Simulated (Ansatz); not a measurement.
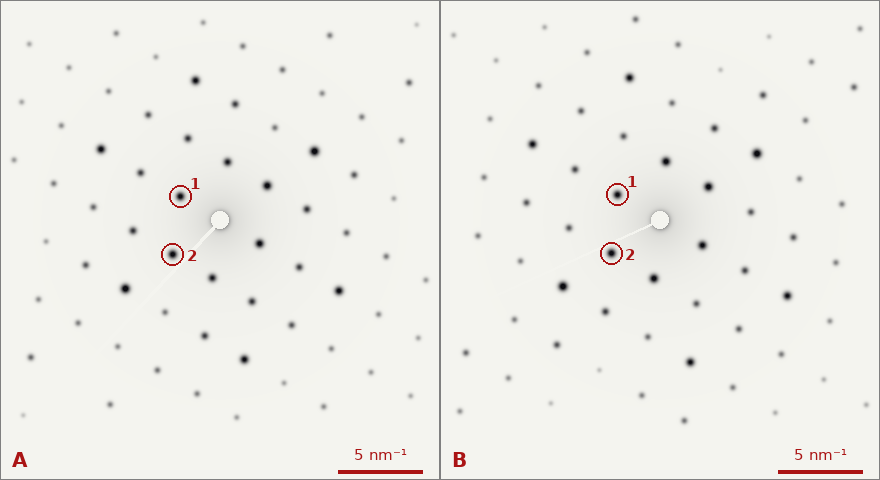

Kinematic electron diffraction patterns (200 kV, B = 0.5 Å², same scale) along [011] of the run's own cell, for the start and the end of one relaxation of Ru2F3 with Ansatz, DFT PBE, scalar-relativistic, plane waves, PAW. k mesh 12×12×8. The start is a generated model structure, and the relaxation ends in the nearest stationary point of its symmetry, not necessarily the ground state. Spot 1 is -1 0 0 and spot 2 is 0 -1 1 in both.

Start structure:

```yaml
crystal:
  lattice:
    - [3.88394, 0.00000, 0.00000]
    - [-1.94197, 3.36359, 0.00000]
    - [0.00000, 0.00000, 5.22463]
  atoms:
    - { symbol: Ru, position: [0.33333, 0.66667, 0.18285] }
    - { symbol: Ru, position: [0.66667, 0.33333, 0.81715] }
    - { symbol: F, position: [0.00000, 0.00000, 0.00000] }
    - { symbol: F, position: [0.33333, 0.66667, 0.64580] }
    - { symbol: F, position: [0.66667, 0.33333, 0.35420] }
```

Q: Which pattern belongs to the start structure, and which to the relaxed one?

A: B is the start: its cell gives d(1) = 3.364 Å, d(2) = 2.828 Å and an angle of 65.1°. A is the relaxed structure, with d(1) = 3.602 Å (+7.1 %), d(2) = 2.845 Å (+0.6 %) and 66.7°.

Q: Name reflections whose intensity changes strongly on relaxation.

A: 1 -3 3 goes from 15 to 3.4 % of the strongest spot; 1 -2 2 goes from 23 to 5.8 % of the strongest spot; 2 -2 2 goes from 7.2 to 23 % of the strongest spot.

Q: Summarise the relaxation behind the change.

A: The volume changed by +1.8 % to 13.90 Å³ an atom; with the mean shift removed, the atoms moved by up to 0.13 Å relative to the cell (Ru most); the space group stayed P-3m1 (No. 164); the free energy fell by 6.8 meV an atom. Relaxed cell: a = 4.160 Å, b = 4.160 Å, c = 4.638 Å, α = 90.00°, β = 90.00°, γ = 120.00°.
